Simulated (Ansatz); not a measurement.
# BrF₃Ge: what the fields show

Input

```
crystal:
  periodic: [false, false, false]
  atoms:
    - {symbol: Br, position_ang: [0.484759, 0.422536, 0.363258]}
    - {symbol: F, position_ang: [-1.287638, -2.021289, -0.923755]}
    - {symbol: F, position_ang: [-2.373313, 0.480250, -1.248540]}
    - {symbol: F, position_ang: [-0.215145, -0.287240, -2.763515]}
    - {symbol: Ge, position_ang: [-0.900730, -0.382173, -1.202957]}
basis:
  gaussian:
    orbitals: def2-TZVPD
hamiltonian:
  xc: {name: PBE0}
output:
  forces: true
  orbitals: {seedname: orbitals}
```

Command:

```sh
ansatz run input.yaml --threads 2 --pin off --max-ram 5220MiB --events-out events.jsonl --progress --plain --runs-dir runs
```

Geometry: PBE0-D4/def2-SVP.

These are results of isolated molecule in a Gaussian basis; Kohn-Sham density functional theory, functional PBE0 in Ansatz, not measurements.

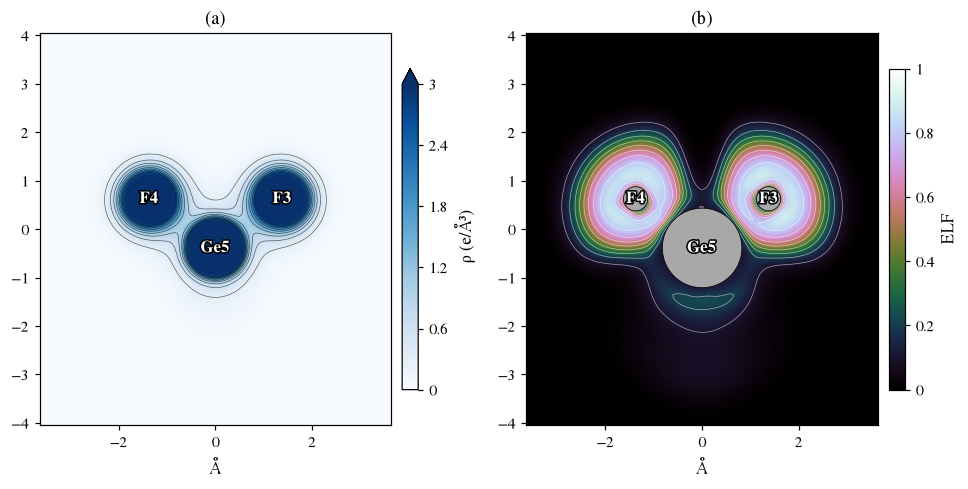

Figure 1. (a) electron density; (b) electron localisation function on the plane of atoms F3, Ge5 and F4. Grey discs cover the atomic cores in the ELF map.

Question: What does the map show?

Answer: The plane passes through F and Ge nuclei.
Ge–F (1.71 Å): ρ at the midpoint is about 1.1 e/Å³; the ELF peaks at about 0.80 in the valence shell of F, 0.5 Å from its nucleus, and is about 0.30 at the midpoint.
The ELF also peaks beside F3 and F4, away from the bonds: lone-pair regions.

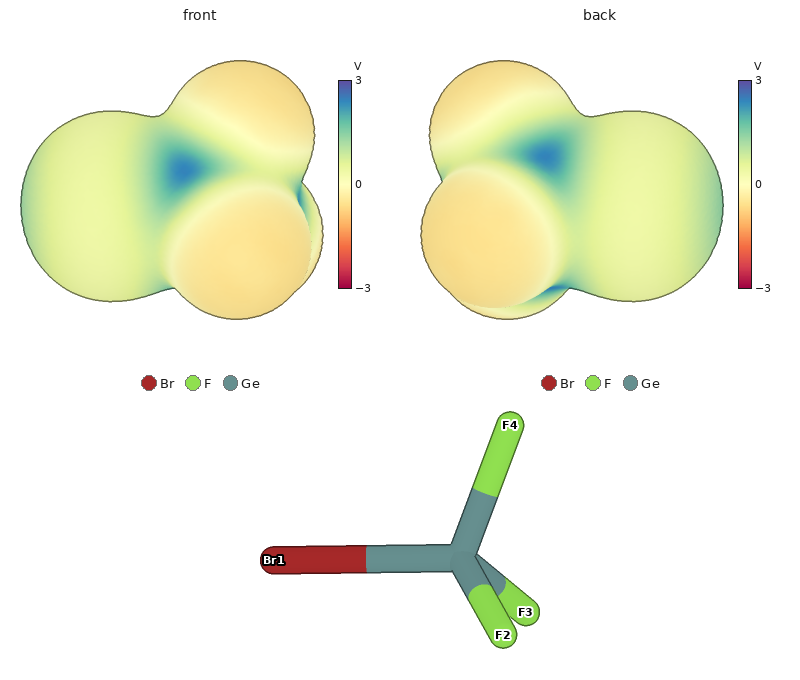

Figure 2. The electrostatic potential painted on the density surface at 0.002 e/bohr³, seen from the front and from behind; the colour scale runs from red (negative) to blue (positive). The bare structure is drawn below in the same view.

Question: Which sites attract a positive test charge, and which a negative one?

Answer: A positive charge is drawn to the negative regions and a negative charge to the positive ones. The most negative region (about −0.6 V) lies over F2, F3 and F4, the most positive (about +2.3 V) over Ge5. Br1 shows a σ-hole: about +1.4 V at the tip opposite its bond, against about +0.4 V on its flanks.

Question: How polar is the molecule by this calculation?

Answer: Its dipole moment is 1.78 D.

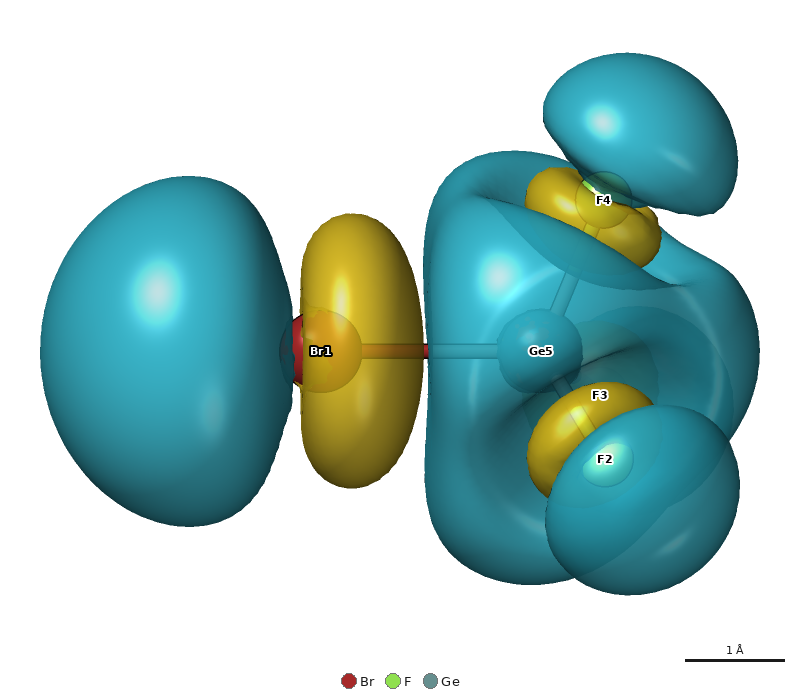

Figure 3. The LUMO at ±0.04 Å⁻³ᐟ² (yellow and cyan are the two phases), seen across its widest extent.

Question: What is the character of this orbital?

Answer: It lies mainly on Ge5 (about 40 %), Br1 (about 35 %), F3 (about 10 %), F2 (about 10 %) and F4 (about 10 %). Its energy is −2.25 eV.
